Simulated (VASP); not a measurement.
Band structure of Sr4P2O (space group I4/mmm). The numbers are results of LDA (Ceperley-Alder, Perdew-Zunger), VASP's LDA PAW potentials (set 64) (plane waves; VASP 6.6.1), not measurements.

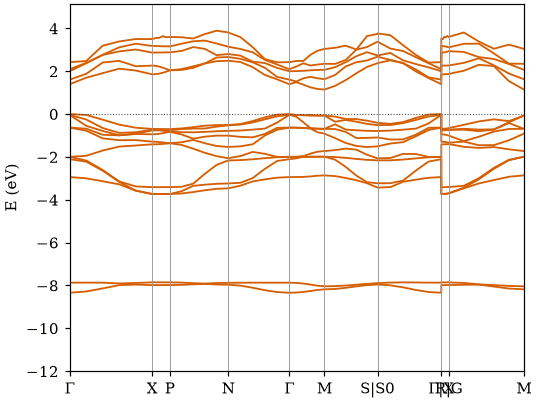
Fig. 1. Bands along high-symmetry lines, zero at the valence-band maximum or, without a gap, the Fermi level

Question: Read the plot: is there a gap, and where are the band edges?

Answer: The gap is indirect, 1.14 eV, from the valence maximum at Γ to the conduction minimum at M.

The structure comes from a computed database's Sr4P2O entry; how it stands against other phases isn't given here. The cell was not relaxed at this level.
